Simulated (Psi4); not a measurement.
**As2 (SMILES [As]#[As]): BP86/STO-3G (sweep point 1)**

Aim: the energy change on altering one bond length of As2 at BP86/STO-3G (sweep point 1), from 2 runs. 

Program for the calculation: Psi4 1.11.

## Step 1: Starting point

As2 has 2 atoms, charge 0, and is taken as a singlet. As SMILES, `[As]#[As]`. The coordinates come from a PBE0-D4/def2-TZVP relaxation.

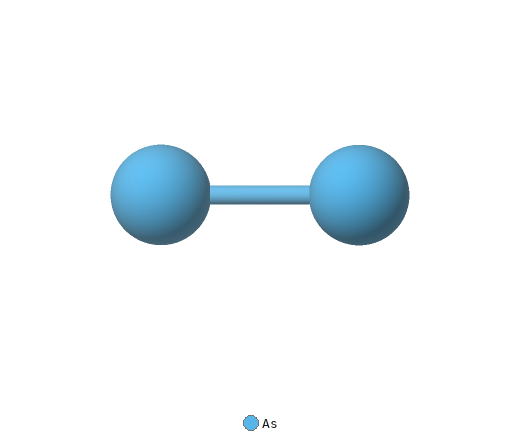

The structure, seen from a chosen angle (arsenic blue).

## Step 2: A single-point energy at BP86/STO-3G (sweep point 1)

Input file run.py:

```python
import psi4

psi4.set_memory(1600000000)
psi4.set_num_threads(1)
psi4.set_output_file('run.log', False)

molecule = psi4.geometry("""
As     0.000000     0.000000     0.002480
As     0.000000     0.000000     2.091490
symmetry c1
""")

psi4.set_options(dict(basis='STO-3G', puream=True, scf_type='pk', dft_radial_points=99, dft_spherical_points=590))

e_tot = psi4.energy('bp86', molecule=molecule)
print(f'total energy {e_tot:.8f} hartree = {e_tot * 27.211386:.5f} eV')
for k, v in sorted(psi4.core.scalar_variables().items()):
    print(f'{k:45s} {v:18.10f}')
```

Started as:

```sh
python run.py
```

run.log:

```text
[...]
  Running in c1 symmetry.
[...]
  Nuclear repulsion =  275.859848645832244
[...]
  Multiplicity = 1
[...]
  Nalpha       = 33
  Nbeta        = 33
[...]
    Number of basis functions: 36
[...]
   @RKS iter   1: -4421.47268873211669   -3.16213e+00   1.26913e-02 DIIS/ADIIS
[...]
   @RKS iter   5: -4421.53857661355869   -6.98492e-09   2.09632e-07 DIIS
[...]
    Orbital Energies [Eh]
    ---------------------
    Doubly Occupied:
       1A   -419.187526     2A   -419.187518     3A    -51.152517
       4A    -51.151392     5A    -46.779519     6A    -46.779460
       7A    -46.778969     8A    -46.778969     9A    -46.778939
      10A    -46.778939    11A     -5.936794    12A     -5.936426
      13A     -4.115537    14A     -4.115011    15A     -4.112858
      16A     -4.112858    17A     -4.111337    18A     -4.111337
      19A     -0.522396    20A     -0.412510    21A     -0.390776
      22A     -0.390776    23A     -0.389891    24A     -0.389891
      25A     -0.388557    26A     -0.388556    27A     -0.388555
      28A     -0.388554    29A     -0.382513    30A     -0.296263
      31A     -0.137165    32A     -0.137165    33A     -0.134622
[...]
  @RKS Final Energy: -4421.53857661355869
   => Energetics <=
    Nuclear Repulsion Energy =            275.8598486458322441
    One-Electron Energy =               -6750.9069542903471302
    Two-Electron Energy =                2221.5800582415099598
    DFT Exchange-Correlation Energy =    -168.0715292105538765
    Empirical Dispersion Energy =           0.0000000000000000
    VV10 Nonlocal Energy =                  0.0000000000000000
    Total Energy =                      -4421.5385766135586891
[...]
 Multipole Moments:
 ------------------------------------------------------------------------------------
     Multipole            Electronic (a.u.)      Nuclear  (a.u.)        Total (a.u.)
 ------------------------------------------------------------------------------------
 L = 1.  Multiply by 2.5417464519 to convert [e a0] to [Debye]
 Dipole X            :         -0.0000000            0.0000000           -0.0000000
 Dipole Y            :         -0.0000000            0.0000000           -0.0000000
 Dipole Z            :         -0.0000000            0.0000000           -0.0000000
 Magnitude           :                                                    0.0000000
[...]
```

On the terminal:

```text
total energy -4421.53857661 hartree = -120316.19292 eV
CURRENT ENERGY                                  -4421.5385766136
CURRENT REFERENCE ENERGY                        -4421.5385766136
DD SOLVATION ENERGY                                 0.0000000000
DFT FUNCTIONAL TOTAL ENERGY                     -4421.5385766136
DFT TOTAL ENERGY                                -4421.5385766136
DFT VV10 ENERGY                                     0.0000000000
DFT XC ENERGY                                    -168.0715292106
GRID ELECTRONS ALPHA                               33.0000014417
GRID ELECTRONS BETA                                33.0000014417
GRID ELECTRONS TOTAL                               66.0000028833
NUCLEAR REPULSION ENERGY                          275.8598486458
ONE-ELECTRON ENERGY                             -6750.9069542903
PCM POLARIZATION ENERGY                             0.0000000000
PE ENERGY                                           0.0000000000
SCF ITERATION ENERGY                            -4421.5385766136
SCF ITERATIONS                                      5.0000000000
SCF TOTAL ENERGY                                -4421.5385766136
TWO-ELECTRON ENERGY                              2221.5800582415
XC GRID RADIAL POINTS                              99.0000000000
XC GRID SPHERICAL POINTS                          590.0000000000
XC GRID TOTAL POINTS                            97872.0000000000
```

Wall time 3.6 s (1 thread of Intel Xeon at 2.70GHz, shared host); peak memory 0.28 GiB.

## Step 3: The distorted shape

Input file calc.py:

```python
import psi4

psi4.set_memory('1600 MB')
psi4.set_num_threads(1)
psi4.core.set_output_file('run.log', False)

geom = psi4.geometry("""
As     0.000000     0.000000    -0.415310
As     0.000000     0.000000     2.091490
units angstrom
symmetry c1
""")

psi4.set_options({
    'basis': 'STO-3G',
    'puream': True,
    'scf_type': 'pk',
    'dft_radial_points': 99,
    'dft_spherical_points': 590,
})

e_tot, wfn = psi4.energy('bp86', return_wfn=True)
print(f'total energy {e_tot:.8f} hartree = {e_tot * 27.211386:.5f} eV')
```

Started as:

```sh
python calc.py
```

run.log:

```text
[...]
  Running in c1 symmetry.
[...]
  Nuclear repulsion =  229.884307651041212
[...]
  Multiplicity = 1
[...]
  Nalpha       = 33
  Nbeta        = 33
[...]
    Number of basis functions: 36
[...]
   @RKS iter   1: -4421.40473933669364   -3.48070e+00   1.21549e-02 ADIIS/DIIS
[...]
   @RKS iter   5: -4421.45367739126141   -5.83559e-08   8.20833e-08 DIIS
[...]
    Orbital Energies [Eh]
    ---------------------
    Doubly Occupied:
       1A   -419.136266     2A   -419.136258     3A    -51.101486
       4A    -51.100335     5A    -46.728254     6A    -46.728190
       7A    -46.728076     8A    -46.728076     9A    -46.728057
      10A    -46.728057    11A     -5.898083    12A     -5.897235
      13A     -4.076074    14A     -4.074725    15A     -4.074725
      16A     -4.073469    17A     -4.073469    18A     -4.072808
      19A     -0.439772    20A     -0.356978    21A     -0.349490
      22A     -0.349490    23A     -0.349490    24A     -0.349490
      25A     -0.349176    26A     -0.349176    27A     -0.349103
      28A     -0.349103    29A     -0.346821    30A     -0.316607
      31A     -0.124624    32A     -0.091373    33A     -0.091373
[...]
  @RKS Final Energy: -4421.45367739126141
   => Energetics <=
    Nuclear Repulsion Energy =            229.8843076510412118
    One-Electron Energy =               -6661.5728246008984570
    Two-Electron Energy =                2178.3173882987471188
    DFT Exchange-Correlation Energy =    -168.0825487401516511
    Empirical Dispersion Energy =           0.0000000000000000
    VV10 Nonlocal Energy =                  0.0000000000000000
    Total Energy =                      -4421.4536773912614080
[...]
 Multipole Moments:
 ------------------------------------------------------------------------------------
     Multipole            Electronic (a.u.)      Nuclear  (a.u.)        Total (a.u.)
 ------------------------------------------------------------------------------------
 L = 1.  Multiply by 2.5417464519 to convert [e a0] to [Debye]
 Dipole X            :          0.0000000            0.0000000            0.0000000
 Dipole Y            :          0.0000000            0.0000000            0.0000000
 Dipole Z            :          0.0000006           -0.0000000            0.0000006
 Magnitude           :                                                    0.0000006
[...]
```

Standard output:

```text
total energy -4421.45367739 hartree = -120313.88270 eV
```

Wall time 3.3 s (1 thread of Intel Xeon at 2.70GHz, shared host); peak memory 0.27 GiB.

## Step 4: Summary of results

Level: BP86/STO-3G (sweep point 1).

```
                                                           quantity           value
                                          first shape: total energy  -4421.53858 Eh
                                         first shape: dipole moment          0.00 D
                                           first shape: HOMO energy        -3.66 eV
                                           first shape: LUMO energy         0.11 eV
                                         first shape: HOMO–LUMO gap         3.78 eV
                                      distorted shape: total energy  -4421.45368 Eh
                                     distorted shape: dipole moment          0.00 D
                                       distorted shape: HOMO energy        -2.49 eV
                                       distorted shape: LUMO energy        -0.49 eV
                                     distorted shape: HOMO–LUMO gap         2.00 eV
energy change with the As1–As2 bond stretched from 2.089 to 2.507 Å        2.310 eV
```

In words: With the As1–As2 bond stretched from 2.089 to 2.507 Å the energy rises by 2.31 eV (53 kcal/mol). The first shape isn't relaxed at this level, so the change isn't measured from a minimum. The minimal basis adds a large error of its own.
